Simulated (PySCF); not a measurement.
**GeH4O2 (SMILES [OH][GeH2][OH]): levels of theory compared**

Aim: a comparison of 6 runs (HF/pcseg-1, B3LYP/6-31G*, SVWN5/pcseg-1, CCSD(T)/pcseg-1, CCSD(T)/def2-SVPD, CCSD(T)/def2-TZVP) of GeH4O2. Input form: a Python script.

The results are computed with PySCF 2.14.0.

### 1 The molecule

GeH4O2: 7 atoms, total charge 0, spin state singlet. As SMILES, `[OH][GeH2][OH]`. The shape is that of a PBE0-D4/def2-TZVP optimisation. This is one conformer, not always the lowest.

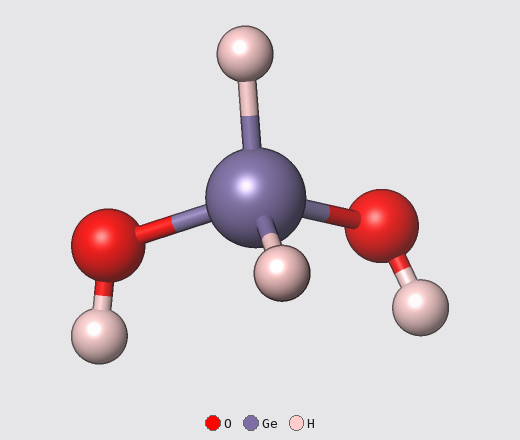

Viewed from a chosen angle; oxygen red, germanium purple, hydrogen pink.

### 2 Energy and gradient at HF/pcseg-1 (run 1)

run.py reads:

```python
import pyscf.grad
from pyscf import gto, scf

mol = gto.Mole()
mol.atom = '''
O       -1.491300      -0.416000      -0.173900
Ge       0.023500       0.377000       0.305300
O        1.347400      -0.798900       0.400600
H       -1.634900      -0.418700      -1.122100
H        0.363400       1.460500      -0.739100
H       -0.172500       0.863100       1.737300
H        1.625600      -1.135200      -0.453800
'''
mol.max_memory = 1860
mol.spin = 0
mol.verbose = 4
mol.basis = 'pcseg-1'
mol.build()

hf = scf.RHF(mol)
hf.conv_tol = 1e-10
hf.kernel()
if not hf.converged:
    hf = hf.newton().run(hf.mo_coeff, hf.mo_occ)

energy = hf.e_tot
print(f'total energy: {energy:.8f} hartree')
grad = hf.Gradients().kernel()
hf.analyze()
```

The run is started by

```sh
OMP_NUM_THREADS=1 python run.py
```

Output:

```text
PySCF version 2.14.0

[... 82 lines left out ...]
DFT Exchange-Correlation Energy =      -95.394703370984871
[... 16 lines left out ...]
MO #15  energy= -1.69608448203284  occ= 2
[... 14 lines left out ...]
MO #30  energy= 0.216686679221796  occ= 0
[... 14 lines left out ...]
MO #45  energy= 0.990286544291527  occ= 0
[... 14 lines left out ...]
MO #60  energy= 2.32496041901798   occ= 0
[... 14 lines left out ...]
MO #75  energy= 3.91188370445065   occ= 0
[... 85 lines left out ...]
Dipole moment(X, Y, Z, Debye):  0.40446,  1.31857, -2.69068
```

Wall time 7.2 s (1 thread of Arm Neoverse V1, shared host); peak memory 0.18 GiB.

### 3 Energy and gradient at B3LYP/6-31G(d) (Cartesian functions) (run 2)

geometry.xyz reads:

```xyz
7
GeH4O2
O     -1.491300    -0.416000    -0.173900
Ge     0.023500     0.377000     0.305300
O      1.347400    -0.798900     0.400600
H     -1.634900    -0.418700    -1.122100
H      0.363400     1.460500    -0.739100
H     -0.172500     0.863100     1.737300
H      1.625600    -1.135200    -0.453800
```

calc.py reads:

```python
# [OH][GeH2][OH]
import pyscf.grad
from pyscf import gto, dft

molecule = gto.Mole()
molecule.atom = 'geometry.xyz'
molecule.cart = True
molecule.max_memory = 1860
molecule.spin = 0
molecule.verbose = 4
molecule.basis = '6-31g*'
molecule.build()

calc0 = dft.RKS(molecule, xc='b3lyp')
calc0.conv_tol = 1e-10
calc0.grids.level = 5
calc0.kernel()
if not calc0.converged:
    calc0 = calc0.newton().run(calc0.mo_coeff, calc0.mo_occ)

etot = calc0.e_tot
print(f'total energy: {etot:.8f} hartree')
grad = calc0.Gradients().kernel()
calc0.analyze()
```

The run is started by

```sh
OMP_NUM_THREADS=1 python calc.py
```

Output:

```text
PySCF version 2.14.0

[... 105 lines left out ...]
MO #3   energy= -44.3552752652171  occ= 2
[... 13 lines left out ...]
MO #17  energy= -0.990274338739168 occ= 2
[... 13 lines left out ...]
MO #31  energy= 0.128622195767081  occ= 0
[... 13 lines left out ...]
MO #45  energy= 0.977202965936113  occ= 0
[... 13 lines left out ...]
MO #59  energy= 1.87088523475082   occ= 0
[... 13 lines left out ...]
MO #73  energy= 86.7477155793327   occ= 0
[... 83 lines left out ...]
Dipole moment(X, Y, Z, Debye):  0.34578,  0.93627, -2.62796
```

Run time: 22 s. Hardware: 1 thread of Arm Neoverse V1, shared host; peak memory 0.75 GiB.

Runs 3 to 5 aren't shown in full; the table further down has their settings and results.

### 4 A single-point energy at CCSD(T)/def2-TZVP (run 6)

job.py reads:

```python
# [OH][GeH2][OH]
from pyscf import gto, scf, cc

molecule = gto.Mole()
molecule.atom = [
    ('O', (-1.491300, -0.416000, -0.173900)),
    ('Ge', (0.023500, 0.377000, 0.305300)),
    ('O', (1.347400, -0.798900, 0.400600)),
    ('H', (-1.634900, -0.418700, -1.122100)),
    ('H', (0.363400, 1.460500, -0.739100)),
    ('H', (-0.172500, 0.863100, 1.737300)),
    ('H', (1.625600, -1.135200, -0.453800)),
]
molecule.basis = 'def2-tzvp'
molecule.verbose = 4
molecule.max_memory = 1860
molecule.build()

calc0 = scf.RHF(molecule)
calc0.conv_tol = 1e-10
calc0.kernel()
if not calc0.converged:
    calc0 = calc0.newton().run(calc0.mo_coeff, calc0.mo_occ)

mycc = cc.CCSD(calc0, frozen=11)
mycc.kernel()
e_t = mycc.ccsd_t()
energy = mycc.e_tot + e_t
print('E = %.10f Eh' % energy)
calc0.analyze()
```

The run is started by

```sh
OMP_NUM_THREADS=1 python job.py
```

Output:

```text
PySCF version 2.14.0

[... 109 lines left out ...]
MO #9   energy= -5.18835183451753  occ= 2
[... 24 lines left out ...]
MO #34  energy= 0.348006720357865  occ= 0
[... 24 lines left out ...]
MO #59  energy= 1.22315928171104   occ= 0
[... 24 lines left out ...]
MO #84  energy= 2.55417524432889   occ= 0
[... 24 lines left out ...]
MO #109 energy= 5.58910294525004   occ= 0
[... 24 lines left out ...]
MO #134 energy= 45.1160754024922   occ= 0
[... 144 lines left out ...]
Dipole moment(X, Y, Z, Debye):  0.37597,  1.14898, -2.58449
```

Wall time 4.8 min (1 thread of Arm Neoverse V1, shared host); peak memory 2.2 GiB.

### 5 The series

```csv
run,level,Cartesian functions,integration grid,energy (Eh),dipole moment (D) of the reference,HOMO energy (eV),LUMO energy (eV),wall time
1,HF/pcseg-1,no,–,-2227.133175,3.02,-12.69,3.66,7.2 s
2,B3LYP/6-31G* (Cartesian functions),yes,5,-2229.637417,2.81,-8.10,0.36,22 s
3,SVWN5/pcseg-1,no,5,-2225.393957,2.68,-7.09,-0.59,17 s
4,CCSD(T)/pcseg-1,no,–,-2227.657607,3.02,-12.69,3.66,19 s
5,CCSD(T)/def2-SVPD,no,–,-2227.765497,2.83,-12.72,1.94,2.4 min
6,CCSD(T)/def2-TZVP,no,–,-2228.306360,2.85,-12.64,3.16,4.8 min
```

### 6 Results

| quantity | value |
| --- | --- |
| run 6: total energy | -2228.30636 Eh |
| run 6: dipole moment (Hartree–Fock density) | 2.85 D |
| run 6: HOMO energy (Hartree–Fock orbitals) | -12.64 eV |
| run 6: LUMO energy (Hartree–Fock orbitals) | 3.16 eV |
| run 6: HOMO–LUMO gap (Hartree–Fock orbitals) | 15.80 eV |
| run 6: correlation energy (11 core orbitals frozen) | -769.8 mEh |
| run 6: (T) correction | -25.28 mEh |
| run 6: T1 diagnostic | 0.012 |

What this shows: Over runs 1, 2, 3 the dipole moment (its size) runs from 2.68 D (SVWN5/pcseg-1) to 3.02 D (HF/pcseg-1). Over runs 1, 2, 3 the HOMO–LUMO gap runs from 6.51 eV (SVWN5/pcseg-1) to 16.35 eV (HF/pcseg-1). Exact exchange widens orbital gaps. Totals of different functionals can't be ranked against each other. All runs together took 8.3 min, the longest 4.8 min.
